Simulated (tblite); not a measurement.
Geometry relaxation of C$_{4}$H$_{8}$BNSi (part 2 of 2)

Continued. System: C$_{4}$H$_{8}$BNSi. Method: GFN2-xTB geometry optimisation, gas phase (tblite 0.8.0). It belongs to a series of runs on one base structure; here: H on Si replaced by BH2.

Geometry of the input (Å):
```
B  -2.6030  0.6714  -0.5146
Si -1.5111  -0.8664  -0.1351
N  0.2036  -0.3503  0.0802
C  1.1054  -0.2078  -0.9115
C  2.2823  0.2768  -0.3710
C  2.0609  0.4621  0.9712
C  0.7654  0.0770  1.2161
H  -2.1154  1.7514  -0.5767
H  -3.7679  0.5387  -0.6814
H  -1.6005  -1.8308  -1.2321
H  -1.9774  -1.5113  1.1119
H  0.9247  -0.4578  -1.9420
H  3.1893  0.4924  -0.9116
H  2.7774  0.8469  1.6933
H  0.2618  0.1158  2.1816
```

## Trajectory as extended XYZ, continued
```
15
Properties=species:S:1:pos:R:3:forces:R:3 step=13 energy=-503.84234
B    -2.6303    0.7392   -0.5258   -0.0030  -0.0230   0.0070
Si   -1.5091   -0.8196   -0.1325    0.0020  -0.0500  -0.0160
N     0.1868   -0.3775    0.0792   -0.0300   0.0220   0.0000
C     1.1137   -0.2320   -0.9150    0.0050  -0.0330   0.0040
C     2.2676    0.2707   -0.3943   -0.0020   0.0310  -0.0330
C     2.0443    0.4616    0.9883   -0.0020   0.0060  -0.0090
C     0.7663    0.0613    1.2369    0.0070  -0.0060   0.0210
H    -2.1990    1.8228   -0.6010    0.0180   0.0160  -0.0010
H    -3.7794    0.6171   -0.6951   -0.0440  -0.0050  -0.0080
H    -1.4517   -1.8609   -1.1785    0.0110   0.0460   0.0010
H    -1.8215   -1.5479    1.1122    0.0100   0.0340   0.0100
H     0.8735   -0.5114   -1.9228    0.0120  -0.0050   0.0100
H     3.1709    0.4874   -0.9297    0.0270  -0.0060  -0.0090
H     2.7482    0.8483    1.6995   -0.0030  -0.0110   0.0070
H     0.2152    0.0489    2.1567   -0.0080  -0.0160   0.0160
15
Properties=species:S:1:pos:R:3:forces:R:3 step=14 energy=-503.84266
B    -2.6307    0.7388   -0.5258   -0.0170  -0.0050   0.0020
Si   -1.5103   -0.8197   -0.1330    0.0200  -0.0470   0.0000
N     0.1851   -0.3761    0.0792    0.0110   0.0140   0.0080
C     1.1133   -0.2331   -0.9151    0.0000  -0.0130   0.0140
C     2.2671    0.2712   -0.3954   -0.0070   0.0190   0.0010
C     2.0441    0.4611    0.9879   -0.0140   0.0060  -0.0170
C     0.7660    0.0610    1.2378    0.0030  -0.0030  -0.0140
H    -2.1988    1.8228   -0.6010    0.0120   0.0030   0.0000
H    -3.7802    0.6172   -0.6952   -0.0350  -0.0020  -0.0070
H    -1.4497   -1.8596   -1.1792    0.0060   0.0360  -0.0040
H    -1.8198   -1.5465    1.1135    0.0050   0.0320   0.0040
H     0.8749   -0.5125   -1.9234    0.0020  -0.0050   0.0160
H     3.1715    0.4874   -0.9296    0.0160  -0.0090  -0.0100
H     2.7477    0.8481    1.6992    0.0010  -0.0120   0.0060
H     0.2156    0.0479    2.1583   -0.0020  -0.0140   0.0010
15
Properties=species:S:1:pos:R:3:forces:R:3 step=15 energy=-503.84285
B    -2.6312    0.7385   -0.5258   -0.0230   0.0040  -0.0020
Si   -1.5107   -0.8205   -0.1333    0.0210  -0.0180   0.0100
N     0.1842   -0.3751    0.0792    0.0240   0.0000   0.0080
C     1.1131   -0.2339   -0.9149   -0.0020   0.0010   0.0060
C     2.2667    0.2719   -0.3962   -0.0020   0.0110   0.0210
C     2.0438    0.4610    0.9875   -0.0120   0.0090  -0.0170
C     0.7659    0.0608    1.2381   -0.0020   0.0020  -0.0180
H    -2.1984    1.8228   -0.6010    0.0050  -0.0120   0.0010
H    -3.7814    0.6171   -0.6954   -0.0200   0.0000  -0.0040
H    -1.4485   -1.8582   -1.1798    0.0050   0.0180  -0.0160
H    -1.8188   -1.5451    1.1143    0.0020   0.0250   0.0070
H     0.8758   -0.5132   -1.9235   -0.0050  -0.0050   0.0180
H     3.1720    0.4872   -0.9296    0.0030  -0.0110  -0.0070
H     2.7474    0.8477    1.6991    0.0020  -0.0120   0.0050
H     0.2158    0.0471    2.1593    0.0030  -0.0120  -0.0110
15
Properties=species:S:1:pos:R:3:forces:R:3 step=16 energy=-503.84297
B    -2.6319    0.7382   -0.5258   -0.0200   0.0020  -0.0020
Si   -1.5105   -0.8213   -0.1334    0.0120   0.0110   0.0110
N     0.1840   -0.3745    0.0793    0.0240  -0.0100   0.0040
C     1.1130   -0.2343   -0.9147    0.0020   0.0110   0.0040
C     2.2664    0.2724   -0.3964    0.0030   0.0030   0.0170
C     2.0435    0.4612    0.9872   -0.0060   0.0120  -0.0030
C     0.7658    0.0607    1.2381   -0.0010   0.0060  -0.0160
H    -2.1981    1.8226   -0.6009   -0.0020  -0.0210   0.0020
H    -3.7825    0.6171   -0.6957   -0.0090   0.0020  -0.0020
H    -1.4477   -1.8569   -1.1805    0.0050   0.0050  -0.0230
H    -1.8182   -1.5438    1.1150    0.0000   0.0170   0.0120
H     0.8762   -0.5138   -1.9232   -0.0090  -0.0060   0.0130
H     3.1724    0.4868   -0.9298   -0.0060  -0.0110  -0.0040
H     2.7471    0.8472    1.6991    0.0020  -0.0110   0.0030
H     0.2161    0.0463    2.1596    0.0040  -0.0100  -0.0140
15
Properties=species:S:1:pos:R:3:forces:R:3 step=17 energy=-503.84309
B    -2.6330    0.7380   -0.5258   -0.0120  -0.0050  -0.0010
Si   -1.5101   -0.8218   -0.1332    0.0000   0.0330   0.0050
N     0.1841   -0.3742    0.0793    0.0120  -0.0200  -0.0030
C     1.1130   -0.2345   -0.9144    0.0070   0.0160  -0.0040
C     2.2663    0.2730   -0.3965    0.0080  -0.0040   0.0080
C     2.0431    0.4616    0.9868    0.0040   0.0140   0.0080
C     0.7656    0.0607    1.2379    0.0000   0.0090  -0.0020
H    -2.1978    1.8221   -0.6009   -0.0070  -0.0240   0.0020
H    -3.7838    0.6171   -0.6959    0.0000   0.0040  -0.0010
H    -1.4467   -1.8556   -1.1816    0.0050  -0.0010  -0.0240
H    -1.8175   -1.5422    1.1160   -0.0010   0.0090   0.0150
H     0.8765   -0.5144   -1.9226   -0.0110  -0.0070   0.0070
H     3.1726    0.4863   -0.9299   -0.0100  -0.0090   0.0000
H     2.7469    0.8466    1.6991    0.0030  -0.0070   0.0040
H     0.2164    0.0454    2.1597    0.0040  -0.0080  -0.0140
15
Properties=species:S:1:pos:R:3:forces:R:3 step=18 energy=-503.84322
B    -2.6344    0.7376   -0.5258   -0.0020  -0.0130   0.0010
Si   -1.5097   -0.8218   -0.1330   -0.0110   0.0390  -0.0040
N     0.1844   -0.3742    0.0794   -0.0010  -0.0220  -0.0080
C     1.1132   -0.2345   -0.9141    0.0090   0.0170  -0.0070
C     2.2662    0.2737   -0.3963    0.0100  -0.0090  -0.0050
C     2.0427    0.4623    0.9865    0.0130   0.0120   0.0190
C     0.7655    0.0610    1.2377    0.0030   0.0090   0.0070
H    -2.1976    1.8210   -0.6007   -0.0110  -0.0200   0.0010
H    -3.7853    0.6172   -0.6963    0.0040   0.0040   0.0000
H    -1.4454   -1.8540   -1.1833    0.0030  -0.0010  -0.0160
H    -1.8166   -1.5401    1.1173   -0.0010   0.0040   0.0130
H     0.8766   -0.5154   -1.9219   -0.0110  -0.0070  -0.0020
H     3.1727    0.4855   -0.9302   -0.0100  -0.0050   0.0020
H     2.7468    0.8457    1.6992    0.0050  -0.0010   0.0070
H     0.2168    0.0441    2.1595    0.0000  -0.0040  -0.0090
15
Properties=species:S:1:pos:R:3:forces:R:3 step=19 energy=-503.84333
B    -2.6358    0.7370   -0.5258    0.0050  -0.0160   0.0020
Si   -1.5096   -0.8212   -0.1329   -0.0140   0.0250  -0.0100
N     0.1848   -0.3746    0.0794   -0.0090  -0.0170  -0.0080
C     1.1134   -0.2342   -0.9140    0.0060   0.0100  -0.0090
C     2.2663    0.2741   -0.3962    0.0080  -0.0110  -0.0090
C     2.0425    0.4631    0.9865    0.0150   0.0050   0.0180
C     0.7655    0.0613    1.2374    0.0040   0.0060   0.0110
H    -2.1977    1.8196   -0.6006   -0.0130  -0.0120   0.0000
H    -3.7866    0.6174   -0.6965    0.0040   0.0020   0.0010
H    -1.4443   -1.8525   -1.1851    0.0010   0.0060  -0.0030
H    -1.8159   -1.5381    1.1187    0.0000   0.0030   0.0060
H     0.8765   -0.5164   -1.9212   -0.0080  -0.0050  -0.0070
H     3.1726    0.4846   -0.9304   -0.0040  -0.0010   0.0010
H     2.7468    0.8449    1.6995    0.0090   0.0050   0.0100
H     0.2171    0.0429    2.1592   -0.0030  -0.0010  -0.0030
15
Properties=species:S:1:pos:R:3:forces:R:3 step=20 energy=-503.84339
B    -2.6365    0.7364   -0.5258    0.0040  -0.0120   0.0010
Si   -1.5097   -0.8205   -0.1329   -0.0080   0.0060  -0.0080
N     0.1850   -0.3751    0.0793   -0.0060  -0.0050  -0.0030
C     1.1136   -0.2338   -0.9141    0.0010   0.0030  -0.0060
C     2.2665    0.2741   -0.3961    0.0040  -0.0090  -0.0060
C     2.0426    0.4636    0.9867    0.0110  -0.0020   0.0100
C     0.7655    0.0616    1.2374    0.0040   0.0010   0.0060
H    -2.1980    1.8186   -0.6006   -0.0120  -0.0040  -0.0010
H    -3.7873    0.6175   -0.6967    0.0010   0.0000   0.0010
H    -1.4437   -1.8516   -1.1861   -0.0010   0.0110   0.0050
H    -1.8156   -1.5369    1.1196    0.0010   0.0050  -0.0020
H     0.8763   -0.5170   -1.9210   -0.0040  -0.0030  -0.0080
H     3.1726    0.4842   -0.9305    0.0020   0.0020   0.0000
H     2.7471    0.8445    1.7000    0.0090   0.0070   0.0100
H     0.2172    0.0422    2.1590   -0.0050   0.0010   0.0010
15
Properties=species:S:1:pos:R:3:forces:R:3 step=21 energy=-503.84341
B    -2.6367    0.7360   -0.5258    0.0000  -0.0050  -0.0010
Si   -1.5099   -0.8200   -0.1331    0.0000  -0.0050  -0.0030
N     0.1851   -0.3754    0.0792   -0.0010   0.0030   0.0010
C     1.1137   -0.2336   -0.9143   -0.0020  -0.0020  -0.0020
C     2.2666    0.2739   -0.3961    0.0010  -0.0060   0.0000
C     2.0428    0.4638    0.9869    0.0060  -0.0070   0.0020
C     0.7657    0.0617    1.2374    0.0030  -0.0030   0.0010
H    -2.1983    1.8181   -0.6006   -0.0100   0.0000  -0.0010
H    -3.7874    0.6175   -0.6967   -0.0010  -0.0020   0.0000
H    -1.4435   -1.8511   -1.1864   -0.0020   0.0110   0.0060
H    -1.8155   -1.5364    1.1199    0.0010   0.0060  -0.0060
H     0.8761   -0.5172   -1.9210   -0.0010  -0.0010  -0.0050
H     3.1726    0.4840   -0.9306    0.0040   0.0030  -0.0010
H     2.7473    0.8446    1.7003    0.0060   0.0060   0.0060
H     0.2171    0.0420    2.1589   -0.0040   0.0020   0.0010
15
Properties=species:S:1:pos:R:3:forces:R:3 step=22 energy=-503.84343
B    -2.6368    0.7357   -0.5258   -0.0030   0.0000  -0.0020
Si   -1.5101   -0.8199   -0.1332    0.0050  -0.0060   0.0020
N     0.1851   -0.3755    0.0792    0.0040   0.0070   0.0030
C     1.1137   -0.2335   -0.9144   -0.0020  -0.0040   0.0010
C     2.2667    0.2737   -0.3961    0.0000  -0.0030   0.0030
C     2.0431    0.4637    0.9871    0.0020  -0.0080  -0.0020
C     0.7658    0.0617    1.2374    0.0030  -0.0040  -0.0020
H    -2.1987    1.8178   -0.6006   -0.0080   0.0020  -0.0010
H    -3.7875    0.6175   -0.6967   -0.0030  -0.0040   0.0000
H    -1.4435   -1.8507   -1.1865   -0.0020   0.0070   0.0030
H    -1.8155   -1.5361    1.1199    0.0010   0.0060  -0.0060
H     0.8759   -0.5174   -1.9212    0.0000   0.0010  -0.0020
H     3.1726    0.4841   -0.9306    0.0030   0.0020   0.0000
H     2.7476    0.8447    1.7006    0.0020   0.0030   0.0020
H     0.2170    0.0420    2.1589   -0.0020   0.0020   0.0000
```

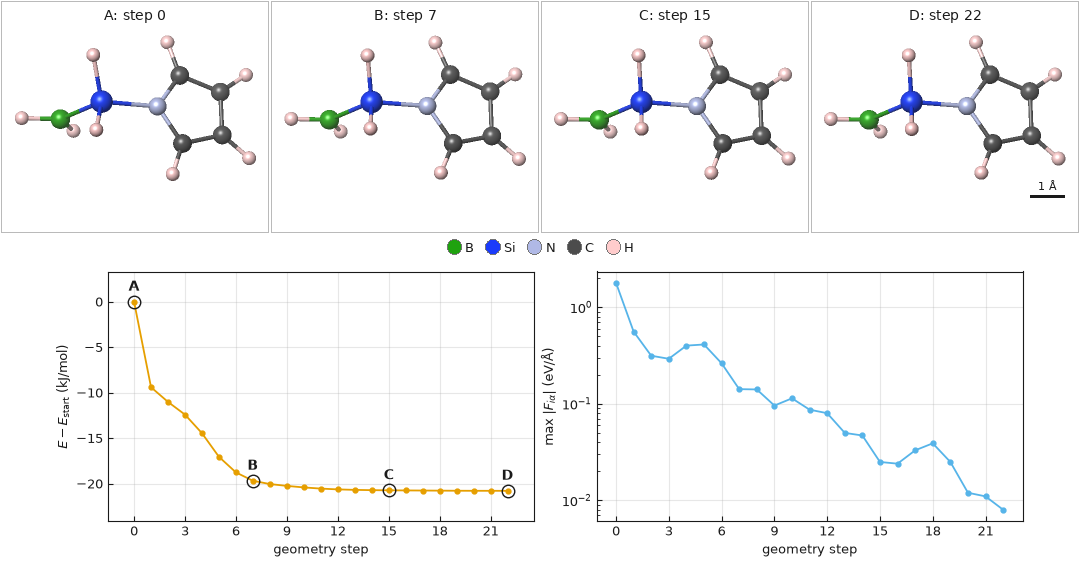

Figure 1. Frames of the relaxation (ball-and-stick view, seen at a tilt) above the curves, on which the letters mark them (steps are counted from 0).

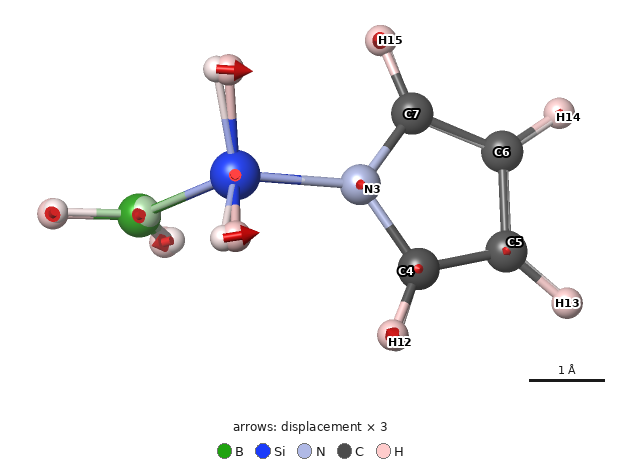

Figure 2. Start (faint) and end (solid) with the displacements as red arrows, magnified 3 times (ball-and-stick view, seen at a tilt). The two geometries are laid on each other by the best rigid fit. The energy falls by 20.8 kJ/mol in 22 geometry steps. Largest force component: 1.8 eV/Å at the start, 0.008 eV/Å at the end. The largest moves after the best rigid fit, 0.17 Å, are those of H10 and H11. Largest moves by element: H 0.17 Å, B 0.07 Å, Si 0.05 Å, N 0.03 Å, C 0.03 Å. Distances before and after: C5–C6 1.373 → 1.414 Å, Si2–N3 1.804 → 1.765 Å, B1–Si2 1.924 → 1.960 Å, N3–C7 1.337 → 1.367 Å. Among the angles that change: N3–Si2–H10 109.6° → 102.6°, N3–Si2–H11 108.9° → 102.6°, B1–Si2–H10 110.1° → 115.9°. (Atoms are counted from 1 in the order of the input.)

## Results in brief

```tsv
quantity	value
outcome	converged
total energy	−503.8434 eV
hardware	1 CPU thread, shared host
peak memory	0.18 GiB
```
